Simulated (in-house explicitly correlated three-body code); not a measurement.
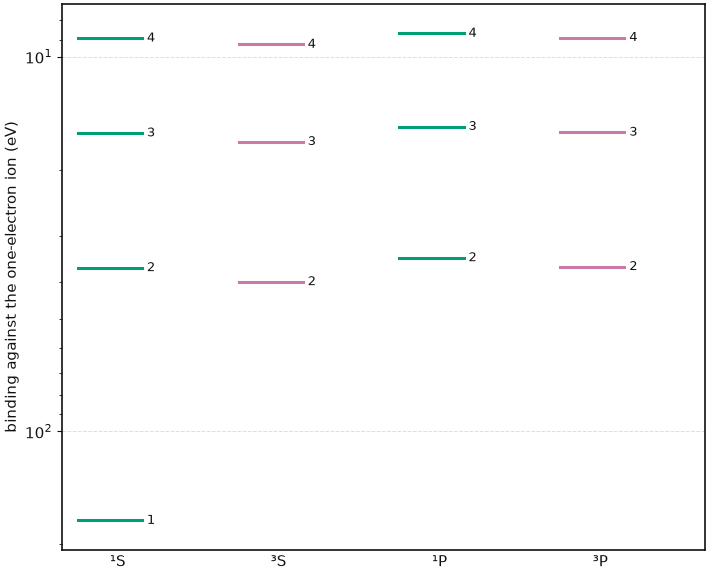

Two electrons around a point charge Z = 4.2. Computed variationally in 260 exponentially correlated functions with an in-house code, non-relativistic, converged to about 10⁻⁷ hartree. The plot shows the bound S and P states that converged, by term and principal number n, on a logarithmic scale of binding.

Question: How do singlets and triplets lie?

Answer: The ground state is bound by 172.8 eV. The n = 2 states drawn run, from the deepest, 2 ³S (39.9 eV), 2 ¹S (36.6 eV), 2 ³P (36.3 eV), 2 ¹P (34.4 eV). Exchange puts 2 ³S below 2 ¹S by 3.29 eV and 2 ³P below 2 ¹P by 1.92 eV. Quantum defects n − (Z − 1)/√(2 E(binding)): 2 ³S 0.130, 2 ¹S 0.048, 2 ³P 0.041, 2 ¹P −0.013.
